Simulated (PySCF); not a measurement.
Core-level calculation, with input and output: Si3NH8O3 (charge +1)

System: Si3NH8O3, charge +1, SMILES [NH3+][SiH]1O[SiH2]O[SiH2]O1.
Method: delta-SCF UKS SCAN, pcX-2 on the ionised atom, pcseg-1 elsewhere, spin-free X2C (PySCF 2.14.0).

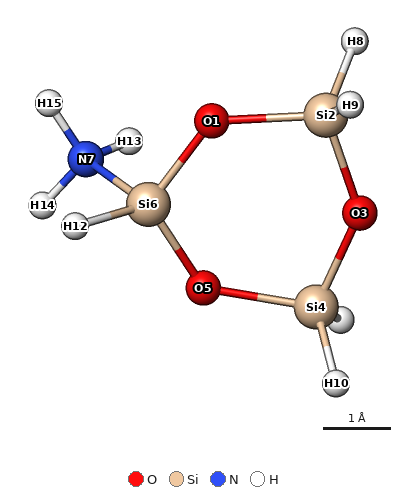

Fig. 1: The structure (ball-and-stick view, seen at a tilt; atoms are numbered from 1 in the order of the input). Bond lengths as drawn: H–N 1.03 Å, H–Si 1.47 to 1.48 Å, N–Si 1.91 Å and O–Si 1.62 to 1.71 Å.

The input
```
{"job": {"kind": "xps", "holes": 5}, "charge": 1, "multiplicity": 1}
O      0.565909     0.262834     1.273746
Si    -1.018454     0.283535     1.920019
O     -1.988944     0.409265     0.583145
Si    -1.841689     0.532696    -1.062324
O     -0.151916     0.481036    -1.325546
Si     1.060630     0.484771    -0.252147
N      1.958288    -1.152128    -0.634595
H     -1.220578    -1.012665     2.601336
H     -1.142947     1.472164     2.787163
H     -2.340726     1.834201    -1.549287
H     -2.417107    -0.650911    -1.735678
H      2.122446     1.476986    -0.462433
H      1.326307    -1.956523    -0.537781
H      2.329030    -1.176064    -1.593060
H      2.748881    -1.314377     0.002158
```

The first line tells a small driver script what to run in PySCF; the rest is the geometry in Å.

Command:
```bash
OMP_NUM_THREADS=1 python <driver script> task.json out
```

What the program printed
```
ground state, core basis on atom 1 (Si), 192 functions
  cycle   1  E = -1155.24658565  |g| = 1.18e+00
  cycle   2  E = -1154.60245203  |g| = 2.17e+00
  cycle   3  E = -1155.50208467  |g| = 1.39e-01
  cycle   4  E = -1155.50611131  |g| = 6.38e-02
  cycle   5  E = -1155.50688663  |g| = 2.22e-02
  cycle   6  E = -1155.50699215  |g| = 6.27e-03
  cycle   7  E = -1155.50699568  |g| = 3.50e-03
  cycle   8  E = -1155.50699913  |g| = 3.48e-04
  E(ground) = -1155.57595039 Eh
hole in Si 2p of atom 1
  cycle   1  E = -1151.04983374  |g| = 1.23e+00
  cycle   2  E = -1150.44050163  |g| = 1.30e+00
[... 9 cycles left out ...]
  E(ion) = -1151.44226545 Eh   <S^2> = 0.7511   hole on atom = 1.003   binding energy = 112.483 eV
  2p3/2 = 112.206 eV   2p1/2 = 112.836 eV
ground state, core basis on atom 2 (O), 181 functions
[... 6 cycles left out ...]
  E(ground) = -1155.54252438 Eh
hole in O 1s of atom 2
[... 10 cycles left out ...]
  E(ion) = -1135.62704506 Eh   <S^2> = 0.7621   hole on atom = 1.000   binding energy = 541.928 eV
ground state, core basis on atom 4 (O), 181 functions
[... 7 cycles left out ...]
  E(ground) = -1155.54202747 Eh
hole in O 1s of atom 4
[... 10 cycles left out ...]
  E(ion) = -1135.60059839 Eh   <S^2> = 0.7622   hole on atom = 1.000   binding energy = 542.634 eV
ground state, core basis on atom 5 (Si), 192 functions
[... 7 cycles left out ...]
  E(ground) = -1155.58260323 Eh
hole in Si 2p of atom 5
[... 9 cycles left out ...]
  E(ion) = -1151.40605822 Eh   <S^2> = 0.7515   hole on atom = 1.003   binding energy = 113.650 eV
  2p3/2 = 113.500 eV   2p1/2 = 114.130 eV
ground state, core basis on atom 6 (N), 181 functions
[... 6 cycles left out ...]
  E(ground) = -1155.52126007 Eh
hole in N 1s of atom 6
  cycle   1  E = -1139.54063961  |g| = 1.85e+00
  cycle   2  E = -1128.59131955  |g| = 3.77e+00
  cycle   3  E = -1139.65747794  |g| = 1.05e+00
  cycle   4  E = -1140.02590557  |g| = 6.97e-01
  cycle   5  E = -1140.19590163  |g| = 2.36e-01
  cycle   6  E = -1140.21272324  |g| = 1.18e-01
  cycle   7  E = -1140.21790079  |g| = 2.73e-02
  cycle   8  E = -1140.21821456  |g| = 4.24e-03
  cycle   9  E = -1140.21822337  |g| = 1.11e-03
  cycle  10  E = -1140.21822634  |g| = 4.94e-04
  E(ion) = -1140.32540059 Eh   <S^2> = 0.7641   hole on atom = 1.000   binding energy = 413.500 eV
```

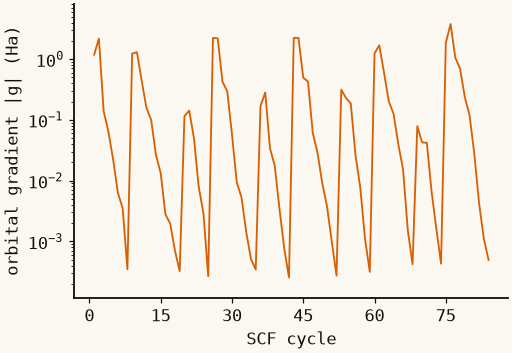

Fig. 2: Convergence of the self-consistent field: orbital gradient |g| against the SCF cycle. All cycles printed in the log are drawn one after another.

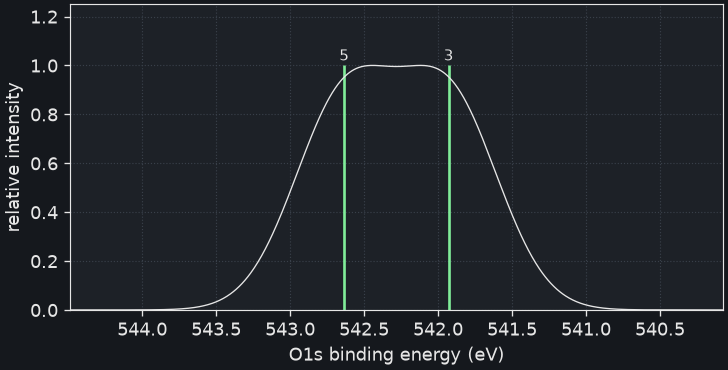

Fig. 3: O1s binding energies by ΔSCF of the atoms computed, labelled by atom number, with a Gaussian envelope of 0.8 eV full width. They run from 541.93 eV (atom 3) to 542.63 eV (atom 5).

Results in brief

| quantity | value |
| --- | --- |
| outcome | converged |
| hardware | 1 CPU thread, shared host |
| wall time | 59 s |
| peak memory | 0.72 GiB |
